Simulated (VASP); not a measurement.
Band structure of Sn2GeTe3 (space group P-3m1). Computed with modified Becke-Johnson potential (mBJ) with spin-orbit coupling, VASP's PBE PAW potentials (set 64) (plane waves; VASP 6.6.1).

mBJ is a potential without an energy functional, so only the levels count.

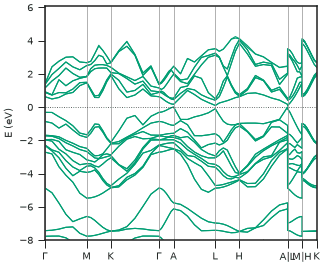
Bands along high-symmetry lines, zero at the valence-band maximum or, without a gap, the Fermi level

Q: Read the plot: is there a gap, and where are the band edges?

A: The gap is indirect, 0.09 eV, from the valence maximum at A to the conduction minimum at L.

The structure comes from a computed database's Sn2GeTe3 entry (P-3m1); how it stands against other phases isn't given here. It was relaxed first. The cell's shape comes from a PBE relaxation.
